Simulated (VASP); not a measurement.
Band structure of SrTiO$_{3}$ (space group Pm-3m). These are PBE GGA, VASP's PBE PAW potentials (set 64) (plane waves; VASP 6.6.1) values and carry that method's errors.

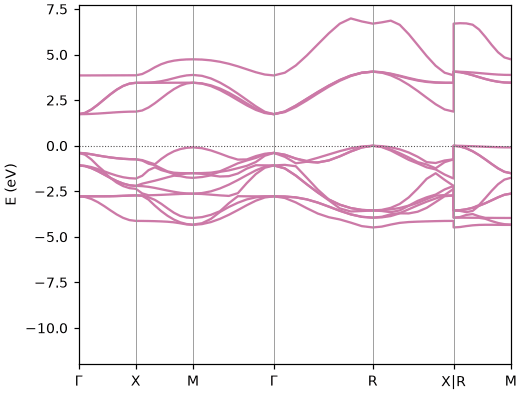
Bands along high-symmetry lines, zero at the valence-band maximum or, without a gap, the Fermi level

### Question
Read the plot: is there a gap, and where are the band edges?

### Answer
The gap is indirect, 1.73 eV, from the valence maximum at R to the conduction minimum at Γ.

The structure is a typed SrTiO3 crystal (Pm-3m). The cell was not relaxed at this level.
